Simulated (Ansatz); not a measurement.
# Run report: C₆H₁₅Al, geometry relaxation (part 2 of 3)

Continued. System: C₆H₁₅Al. Method: RKS PBE-D4/def2-SVP (Ansatz 0.2.0). The geometry: force-field start.

Geometry of the input (Å):
```
C  0.9560  -2.3327  -1.5332
C  1.3725  -0.8725  -1.2525
Al -0.1079  0.2324  -0.4392
C  -1.7998  -0.5533  -0.0659
C  -2.1958  -0.5398  1.4069
C  0.2922  2.1398  0.0960
C  1.4453  2.2068  1.1220
H  1.7774  -2.8492  -2.0065
H  0.5999  -2.7757  -0.5637
H  0.0570  -2.2711  -2.2332
H  2.2266  -0.8989  -0.5295
H  1.7164  -0.3718  -2.1780
H  -2.6853  0.0433  -0.6384
H  -1.9095  -1.6019  -0.4059
H  -2.2075  0.4991  1.7998
H  -3.1940  -0.9432  1.6133
H  -1.4355  -1.0917  1.9943
H  0.5596  2.7141  -0.7974
H  -0.6306  2.5487  0.5367
H  1.1035  1.6645  2.0512
H  1.5725  3.2737  1.3732
H  2.3777  1.7492  0.6787
```

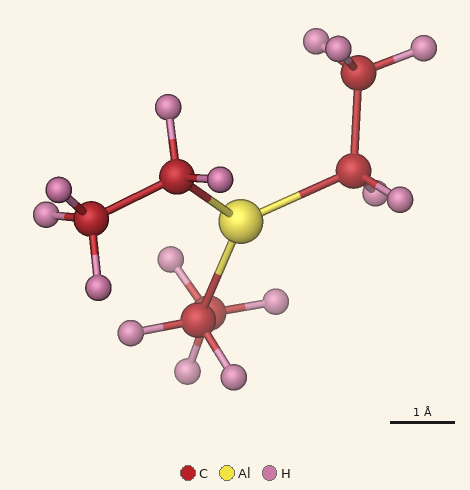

**Figure 1.** The geometry at step 11 of the log (ball-and-stick view, seen at a tilt).

### Trajectory as extended XYZ, continued
```
22
Properties=species:S:1:pos:R:3:forces:R:3 step=5 energy=-13044.43661
C     1.0124   -2.3197   -1.6004    0.0085  -0.0067   0.0014
C     1.3432   -0.8626   -1.2403   -0.0137  -0.0027  -0.0033
Al   -0.0989    0.2010   -0.3824    0.0175   0.0125   0.0058
C    -1.8914   -0.5767   -0.0201    0.0016   0.0115  -0.0031
C    -2.3316   -0.5091    1.4559    0.0020  -0.0045  -0.0029
C     0.2954    2.0806    0.1363    0.0018  -0.0158   0.0069
C     1.4886    2.2513    1.0976   -0.0031   0.0061   0.0010
H     1.8662   -2.8527   -2.0726   -0.0015   0.0001  -0.0005
H     0.7211   -2.9108   -0.7063    0.0006  -0.0002   0.0004
H     0.1603   -2.3885   -2.3095    0.0001   0.0029  -0.0015
H     2.2343   -0.8212   -0.5694   -0.0122   0.0063   0.0020
H     1.6756   -0.3037   -2.1474   -0.0030   0.0042   0.0055
H    -2.6224   -0.0114   -0.6460   -0.0071  -0.0071  -0.0012
H    -1.9420   -1.6244   -0.3909    0.0095   0.0035   0.0023
H    -2.3057    0.5283    1.8528    0.0044   0.0090  -0.0060
H    -3.3669   -0.8837    1.6114   -0.0003  -0.0003  -0.0009
H    -1.6745   -1.1174    2.1141   -0.0034   0.0026  -0.0010
H     0.5002    2.6481   -0.8027   -0.0080  -0.0089   0.0031
H    -0.6138    2.5564    0.5669   -0.0056  -0.0106   0.0020
H     1.3093    1.7589    2.0777   -0.0030  -0.0018  -0.0047
H     1.7106    3.3183    1.3181    0.0076  -0.0022  -0.0019
H     2.4206    1.8089    0.6859    0.0071   0.0021  -0.0035
22
Properties=species:S:1:pos:R:3:forces:R:3 step=6 energy=-13044.43590 accepted=F
C     1.0326   -2.3069   -1.6137    0.0111  -0.0637  -0.0077
C     1.3477   -0.8595   -1.2119    0.0030   0.0695  -0.0091
Al   -0.1012    0.1733   -0.3328    0.0093   0.0617  -0.0402
C    -1.8973   -0.6112   -0.0153   -0.1014   0.0224  -0.0791
C    -2.4081   -0.4707    1.4340    0.0125  -0.0080   0.0261
C     0.2784    2.0471    0.2121   -0.0009   0.1573  -0.0326
C     1.5635    2.2508    1.0513   -0.0229  -0.1074   0.0173
H     1.8932   -2.8131   -2.1028   -0.0073  -0.0174   0.0036
H     0.7504   -2.9283   -0.7365    0.0091   0.0107  -0.0179
H     0.1803   -2.3680   -2.3243    0.0146   0.0183   0.0137
H     2.2327   -0.8231   -0.5328   -0.0020  -0.0248  -0.0018
H     1.6831   -0.2711   -2.1006   -0.0259  -0.0132   0.0291
H    -2.6142   -0.1038   -0.7148    0.1290  -0.0836   0.1273
H    -1.8988   -1.6809   -0.3311   -0.0240   0.0749   0.0452
H    -2.4189    0.5878    1.7787    0.0270  -0.0555  -0.0511
H    -3.4449   -0.8522    1.5607    0.0126  -0.0187   0.0072
H    -1.7714   -1.0327    2.1555   -0.0636   0.0477  -0.0618
H     0.3543    2.6494   -0.7364   -0.0050  -0.1509   0.2428
H    -0.6105    2.4708    0.7452    0.1902  -0.0617  -0.0733
H     1.5026    1.7403    2.0451   -0.0001   0.1008  -0.2233
H     1.7660    3.3243    1.2584    0.0130  -0.0118   0.0192
H     2.4714    1.8474    0.5405   -0.1784   0.0533   0.0663
22
Properties=species:S:1:pos:R:3:forces:R:3 step=7 energy=-13044.43952
C     1.0238   -2.3149   -1.6090    0.0043  -0.0123  -0.0022
C     1.3437   -0.8612   -1.2280   -0.0023   0.0139  -0.0045
Al   -0.1001    0.1880   -0.3593   -0.0014   0.0112  -0.0101
C    -1.8937   -0.5936   -0.0175   -0.0150   0.0067  -0.0142
C    -2.3677   -0.4872    1.4454   -0.0031   0.0045   0.0041
C     0.2867    2.0629    0.1743    0.0090   0.0158   0.0048
C     1.5230    2.2504    1.0768   -0.0099  -0.0086  -0.0057
H     1.8817   -2.8339   -2.0892   -0.0006  -0.0034   0.0008
H     0.7374   -2.9211   -0.7234    0.0014   0.0015  -0.0022
H     0.1721   -2.3801   -2.3192    0.0033   0.0054   0.0029
H     2.2314   -0.8211   -0.5528    0.0013  -0.0062   0.0017
H     1.6761   -0.2867   -2.1255   -0.0048  -0.0015   0.0052
H    -2.6188   -0.0596   -0.6787    0.0217  -0.0167   0.0161
H    -1.9195   -1.6528   -0.3580   -0.0027   0.0086   0.0074
H    -2.3581    0.5618    1.8127    0.0050  -0.0059  -0.0112
H    -3.4035   -0.8649    1.5889    0.0001  -0.0052   0.0018
H    -1.7203   -1.0708    2.1352   -0.0105   0.0070  -0.0039
H     0.4305    2.6455   -0.7680   -0.0076  -0.0183   0.0213
H    -0.6119    2.5135    0.6532    0.0170  -0.0114  -0.0007
H     1.3980    1.7503    2.0619    0.0055   0.0086  -0.0182
H     1.7378    3.3201    1.2904    0.0050   0.0001   0.0051
H     2.4421    1.8252    0.6187   -0.0159   0.0061   0.0018
22
Properties=species:S:1:pos:R:3:forces:R:3 step=8 energy=-13044.44163
C     1.0349   -2.3093   -1.6167    0.0046  -0.0139  -0.0019
C     1.3468   -0.8592   -1.2161    0.0065   0.0182  -0.0045
Al   -0.1009    0.1752   -0.3377   -0.0031   0.0134  -0.0114
C    -1.8956   -0.6110   -0.0136   -0.0349  -0.0004  -0.0128
C    -2.4049   -0.4664    1.4348    0.0099   0.0019   0.0045
C     0.2792    2.0460    0.2121   -0.0058   0.0679  -0.0116
C     1.5561    2.2498    1.0542   -0.0009  -0.0434   0.0028
H     1.8959   -2.8173   -2.1031   -0.0019  -0.0038   0.0020
H     0.7511   -2.9289   -0.7393    0.0024   0.0043  -0.0064
H     0.1841   -2.3696   -2.3284    0.0043   0.0057   0.0045
H     2.2325   -0.8230   -0.5378   -0.0012  -0.0106  -0.0020
H     1.6794   -0.2711   -2.1050   -0.0077  -0.0067   0.0082
H    -2.6115   -0.1064   -0.7091    0.0462  -0.0285   0.0391
H    -1.9004   -1.6805   -0.3242   -0.0111   0.0296   0.0171
H    -2.4117    0.5934    1.7720    0.0070  -0.0264  -0.0192
H    -3.4411   -0.8480    1.5655    0.0044  -0.0068   0.0006
H    -1.7686   -1.0247    2.1567   -0.0275   0.0225  -0.0254
H     0.3609    2.6444   -0.7311   -0.0069  -0.0524   0.0878
H    -0.6064    2.4705    0.7409    0.0694  -0.0232  -0.0269
H     1.4887    1.7386    2.0416    0.0089   0.0372  -0.0783
H     1.7615    3.3218    1.2658    0.0024  -0.0038   0.0091
H     2.4609    1.8456    0.5473   -0.0652   0.0192   0.0247
22
Properties=species:S:1:pos:R:3:forces:R:3 step=10 energy=-13044.44492
C     1.0440   -2.3020   -1.6231   -0.0048  -0.0055   0.0005
C     1.3529   -0.8572   -1.2003    0.0032   0.0164  -0.0162
Al   -0.0999    0.1651   -0.3151    0.0080  -0.0045   0.0223
C    -1.8920   -0.6332   -0.0054   -0.0540  -0.0003  -0.0435
C    -2.4496   -0.4449    1.4190    0.0185   0.0123   0.0335
C     0.2719    2.0306    0.2588   -0.0686   0.1003  -0.0481
C     1.5924    2.2506    1.0215    0.0703  -0.0798   0.0375
H     1.9076   -2.8029   -2.1124   -0.0016  -0.0010   0.0022
H     0.7561   -2.9339   -0.7560    0.0031   0.0050  -0.0074
H     0.1966   -2.3522   -2.3397    0.0062   0.0029   0.0046
H     2.2355   -0.8313   -0.5176   -0.0034  -0.0029   0.0000
H     1.6891   -0.2565   -2.0794   -0.0019  -0.0085   0.0080
H    -2.5920   -0.1632   -0.7415    0.0520  -0.0374   0.0519
H    -1.8764   -1.7131   -0.2790   -0.0030   0.0428   0.0122
H    -2.4821    0.6264    1.7168    0.0054  -0.0412  -0.0188
H    -3.4836   -0.8384    1.5312    0.0063  -0.0040  -0.0014
H    -1.8281   -0.9664    2.1811   -0.0357   0.0295  -0.0404
H     0.2775    2.6514   -0.6752   -0.0042  -0.0718   0.1168
H    -0.5894    2.4230    0.8514    0.0882  -0.0376  -0.0567
H     1.6020    1.7151    1.9997    0.0032   0.0576  -0.1123
H     1.7848    3.3225    1.2459    0.0017  -0.0049   0.0040
H     2.4733    1.8803    0.4482   -0.0887   0.0327   0.0512
22
Properties=species:S:1:pos:R:3:forces:R:3 step=11 energy=-13044.44578
C     1.0527   -2.2885   -1.6349   -0.0103   0.0205   0.0095
C     1.3665   -0.8546   -1.1752    0.0035  -0.0503   0.0489
Al   -0.0790    0.1326   -0.2357   -0.0541   0.0621  -0.1615
C    -1.8801   -0.6686    0.0148   -0.0888   0.0248   0.0968
C    -2.5317   -0.4216    1.3946    0.0656  -0.0162  -0.0125
C     0.2684    2.0055    0.3310   -0.0020   0.1137   0.0468
C     1.6516    2.2643    0.9682    0.0844  -0.1482   0.0435
H     1.9139   -2.7814   -2.1362    0.0009   0.0075  -0.0024
H     0.7623   -2.9404   -0.7835    0.0022   0.0000  -0.0069
H     0.2047   -2.3166   -2.3520    0.0065   0.0003   0.0054
H     2.2545   -0.8520   -0.4989    0.0133   0.0012  -0.0131
H     1.6954   -0.2304   -2.0403   -0.0163   0.0094   0.0224
H    -2.5364   -0.2402   -0.7862    0.0801  -0.0343   0.0746
H    -1.8415   -1.7590   -0.2103   -0.0033   0.0356   0.0198
H    -2.6036    0.6632    1.6348    0.0098  -0.0776  -0.0338
H    -3.5629   -0.8343    1.4634    0.0358   0.0108  -0.0033
H    -1.9459   -0.8889    2.2206   -0.0719   0.0463  -0.0967
H     0.1577    2.6416   -0.5886    0.0182  -0.1280   0.1556
H    -0.5489    2.3545    1.0104    0.1402  -0.0456  -0.0905
H     1.7834    1.7006    1.9261   -0.0367   0.1224  -0.2151
H     1.8207    3.3371    1.2084    0.0042  -0.0178  -0.0093
H     2.4887    1.9471    0.2982   -0.1811   0.0634   0.1216
22
Properties=species:S:1:pos:R:3:forces:R:3 step=12 energy=-13044.45060
C     1.0547   -2.2863   -1.6327   -0.0055   0.0083  -0.0004
C     1.3663   -0.8538   -1.1699   -0.0214   0.0007  -0.0184
Al   -0.0930    0.1456   -0.2656    0.0343  -0.0318   0.0815
C    -1.8815   -0.6737    0.0156   -0.0738   0.0361  -0.0264
C    -2.5373   -0.4139    1.3869    0.0506   0.0112   0.0320
C     0.2667    2.0018    0.3465   -0.0375   0.1161  -0.0175
C     1.6595    2.2602    0.9581    0.0867  -0.1413   0.0190
H     1.9196   -2.7788   -2.1280   -0.0007   0.0029   0.0000
H     0.7573   -2.9393   -0.7846    0.0015   0.0052  -0.0051
H     0.2126   -2.3131   -2.3567    0.0053  -0.0030   0.0031
H     2.2467   -0.8507   -0.4837   -0.0155   0.0130   0.0016
H     1.7059   -0.2308   -2.0316    0.0103  -0.0065   0.0014
H    -2.5413   -0.2652   -0.7919    0.0380  -0.0458   0.0550
H    -1.8308   -1.7669   -0.1925    0.0064   0.0366   0.0027
H    -2.6178    0.6731    1.6114    0.0065  -0.0658  -0.0177
H    -3.5655   -0.8331    1.4574    0.0281   0.0075  -0.0023
H    -1.9516   -0.8662    2.2201   -0.0567   0.0426  -0.0781
H     0.1327    2.6534   -0.5576    0.0153  -0.0730   0.1329
H    -0.5368    2.3334    1.0491    0.1042  -0.0440  -0.0885
H     1.8149    1.6840    1.9030   -0.0342   0.0989  -0.1762
H     1.8268    3.3306    1.2097   -0.0024  -0.0144  -0.0061
H     2.4825    1.9595    0.2657   -0.1398   0.0466   0.1074
22
Properties=species:S:1:pos:R:3:forces:R:3 step=13 energy=-13044.45589
C     1.0559   -2.2837   -1.6367    0.0023  -0.0007  -0.0035
C     1.3664   -0.8552   -1.1626   -0.0074   0.0015   0.0028
Al   -0.0850    0.1351   -0.2378   -0.0158   0.0016   0.0122
C    -1.8797   -0.6795    0.0236    0.0385   0.0112  -0.0164
C    -2.5606   -0.4058    1.3764   -0.0081  -0.0006  -0.0097
C     0.2720    1.9922    0.3728   -0.0073  -0.0268  -0.0084
C     1.6757    2.2654    0.9418   -0.0103   0.0217   0.0043
H     1.9210   -2.7701   -2.1379   -0.0008   0.0004   0.0005
H     0.7613   -2.9446   -0.7941    0.0005   0.0007   0.0003
H     0.2131   -2.3062   -2.3596   -0.0013   0.0014   0.0008
H     2.2487   -0.8557   -0.4792    0.0003   0.0002   0.0028
H     1.7040   -0.2249   -2.0196   -0.0012   0.0038   0.0019
H    -2.5227   -0.2904   -0.8031   -0.0035  -0.0044   0.0036
H    -1.8152   -1.7737   -0.1693   -0.0039  -0.0059   0.0049
H    -2.6532    0.6814    1.5830   -0.0001   0.0070  -0.0009
H    -3.5857   -0.8318    1.4348   -0.0049  -0.0012   0.0008
H    -1.9886   -0.8405    2.2236    0.0004   0.0016   0.0035
H     0.1000    2.6429   -0.5194    0.0004   0.0007   0.0059
H    -0.5123    2.3074    1.0971    0.0047  -0.0037   0.0068
H     1.8633    1.6913    1.8741    0.0043  -0.0052   0.0015
H     1.8356    3.3367    1.1927    0.0076  -0.0009  -0.0025
H     2.4768    1.9794    0.2281    0.0055  -0.0024  -0.0111
22
Properties=species:S:1:pos:R:3:forces:R:3 step=15 energy=-13044.45573 accepted=F
C     1.0677   -2.2611   -1.6602   -0.0001   0.0013   0.0099
C     1.3765   -0.8567   -1.1161    0.0187  -0.0062  -0.0021
Al   -0.0681    0.0957   -0.1444   -0.0447   0.0187  -0.0471
C    -1.8635   -0.7330    0.0596   -0.0975   0.0138  -0.0201
C    -2.6740   -0.3536    1.3193    0.0833  -0.0077   0.0059
C     0.2811    1.9393    0.5052    0.0213   0.1917   0.0260
C     1.7523    2.2833    0.8542   -0.0514  -0.1572  -0.0257
H     1.9328   -2.7215   -2.1858   -0.0059   0.0073   0.0079
H     0.7745   -2.9636   -0.8505    0.0046   0.0152  -0.0163
H     0.2244   -2.2488   -2.3833    0.0036   0.0024   0.0109
H     2.2581   -0.8886   -0.4316    0.0010  -0.0095  -0.0115
H     1.7160   -0.1844   -1.9411   -0.0126  -0.0117   0.0213
H    -2.4419   -0.4517   -0.8625    0.1007  -0.0493   0.1682
H    -1.7477   -1.8416   -0.0234   -0.0492   0.1194   0.0381
H    -2.8212    0.7479    1.4105    0.0495  -0.1302  -0.0350
H    -3.6885   -0.8109    1.3295    0.0401   0.0020   0.0098
H    -2.1632   -0.6834    2.2561   -0.0886   0.0570  -0.1587
H    -0.0815    2.6154   -0.3231    0.1136  -0.1738   0.2553
H    -0.4022    2.1700    1.3657    0.2074  -0.0262  -0.2056
H     2.1219    1.6908    1.7302   -0.0996   0.1409  -0.2446
H     1.8869    3.3559    1.1156    0.0078  -0.0205   0.0080
H     2.4501    2.0703    0.0048   -0.2021   0.0224   0.2055
22
Properties=species:S:1:pos:R:3:forces:R:3 step=16 energy=-13044.45032 accepted=F
C     1.0578   -2.2686   -1.6465   -0.0193  -0.0117  -0.0035
C     1.3752   -0.8569   -1.1334    0.0133   0.0353  -0.0219
Al   -0.0729    0.1097   -0.1847    0.0653  -0.0180   0.0136
C    -1.8588   -0.7138    0.0428   -0.0557  -0.0962  -0.0368
C    -2.6201   -0.3749    1.3273   -0.0289   0.1074   0.1332
C     0.2825    1.9493    0.4615   -0.1853   0.0616   0.0021
C     1.7069    2.2837    0.8896    0.3031  -0.1068  -0.0043
H     1.9157   -2.7428   -2.1700    0.0084  -0.0063  -0.0092
H     0.7690   -2.9515   -0.8202   -0.0024  -0.0179   0.0064
H     0.2065   -2.2657   -2.3596    0.0030  -0.0115  -0.0062
H     2.2627   -0.8763   -0.4574    0.0004   0.0010   0.0068
H     1.7059   -0.2027   -1.9754    0.0090   0.0026   0.0023
H    -2.4701   -0.3924   -0.8320   -0.0034   0.0025  -0.1194
H    -1.7821   -1.8174   -0.0666    0.0649  -0.0515  -0.0822
H    -2.7296    0.7218    1.4550   -0.0484   0.0326   0.0578
H    -3.6422   -0.8112    1.3576    0.0012   0.0056  -0.0135
H    -2.0889   -0.7473    2.2272    0.0010   0.0013   0.0679
H     0.0019    2.6246   -0.3779   -0.1472   0.0469  -0.1172
H    -0.4184    2.2174    1.2781   -0.1941  -0.0071   0.0382
H     2.0006    1.6994    1.7839    0.1117  -0.0073   0.0815
H     1.8565    3.3563    1.1386   -0.0223   0.0097   0.0009
H     2.4327    2.0292    0.0907    0.1258   0.0279   0.0035
22
Properties=species:S:1:pos:R:3:forces:R:3 step=17 energy=-13044.46226
C     1.0616   -2.2717   -1.6480   -0.0009   0.0004  -0.0008
C     1.3727   -0.8558   -1.1381    0.0029   0.0027   0.0001
Al   -0.0762    0.1142   -0.1906   -0.0002  -0.0019   0.0025
C    -1.8685   -0.7082    0.0414   -0.0061  -0.0029   0.0067
C    -2.6187   -0.3771    1.3437    0.0041   0.0050  -0.0050
C     0.2758    1.9616    0.4452    0.0121   0.0102   0.0088
C     1.7139    2.2754    0.8956   -0.0105  -0.0119  -0.0075
H     1.9252   -2.7451   -2.1637    0.0003   0.0005  -0.0007
H     0.7693   -2.9537   -0.8215    0.0004  -0.0004  -0.0001
H     0.2165   -2.2756   -2.3685   -0.0002  -0.0004   0.0001
H     2.2561   -0.8727   -0.4562   -0.0006  -0.0013   0.0004
H     1.7089   -0.2035   -1.9792    0.0008   0.0005   0.0007
H    -2.4779   -0.3761   -0.8344    0.0027  -0.0047  -0.0041
H    -1.7811   -1.8103   -0.0909    0.0014   0.0006   0.0002
H    -2.7369    0.7178    1.4884   -0.0015   0.0001  -0.0023
H    -3.6388   -0.8176    1.3766   -0.0010  -0.0002  -0.0019
H    -2.0805   -0.7567    2.2384   -0.0036   0.0049   0.0010
H     0.0020    2.6269   -0.4104   -0.0094  -0.0013   0.0060
H    -0.4518    2.2320    1.2432    0.0000  -0.0051  -0.0006
H     1.9993    1.6921    1.7970    0.0091   0.0018  -0.0041
H     1.8612    3.3473    1.1509    0.0005   0.0016   0.0006
H     2.4586    2.0266    0.1099   -0.0002   0.0019   0.0001
```
